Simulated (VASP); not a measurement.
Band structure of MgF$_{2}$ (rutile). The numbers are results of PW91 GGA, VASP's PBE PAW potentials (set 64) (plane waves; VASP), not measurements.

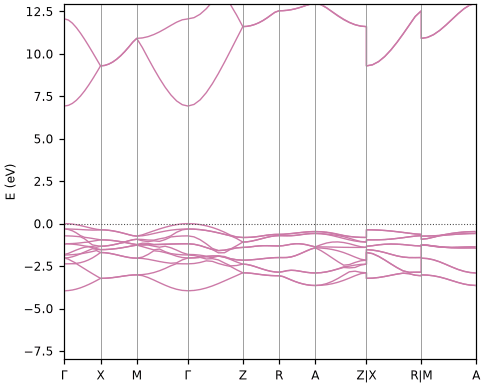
Figure: Bands along high-symmetry lines, zero at the valence-band maximum or, without a gap, the Fermi level

Task: Read the plot: is there a gap, and where are the band edges?

Result: The gap is direct, 6.93 eV, from the valence maximum at Γ to the conduction minimum at Γ. (Edges off the drawn lines would not show.)

Measured: gap 12.40 eV (computed value off by -5.47 eV), as given by Andrés Aguado et al., Journal of the Physical Society of Japan (1999), arXiv:cond-mat/9901145.

The compound is MgF2 in the rutile structure. It was relaxed first.
